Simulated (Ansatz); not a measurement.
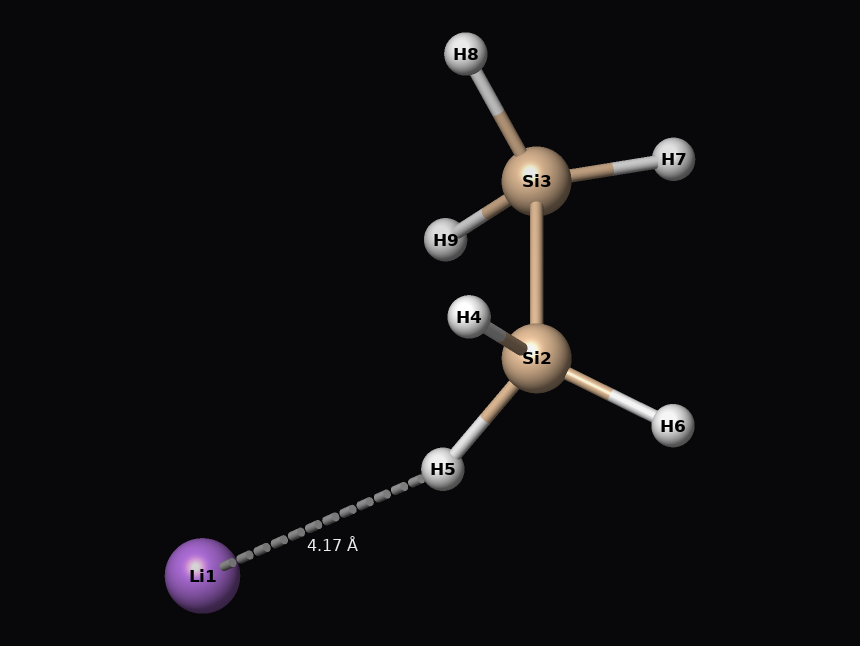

Two molecules or ions; the broken line marks their closest contact (measured against van der Waals radii). State: charge +1, singlet. Geometry: a pair of rigid molecules at a changed separation. Program: Ansatz 0.2.0.

### Which two species are they?

Li and Si2H6 (`[Li+].[SiH3][SiH3]`).

Give the counterpoise-corrected interaction energy (kJ/mol, monomers kept as in the pair) with RHF-CCSD(T) (frozen core)/def2-TZVPPD; ωB97M-V/def2-TZVPPD.

| level | interaction energy (kJ/mol) |
| --- | --- |
| RHF-CCSD(T) (frozen core)/def2-TZVPPD | −15.2 |
| ωB97M-V/def2-TZVPPD | −15.8 |
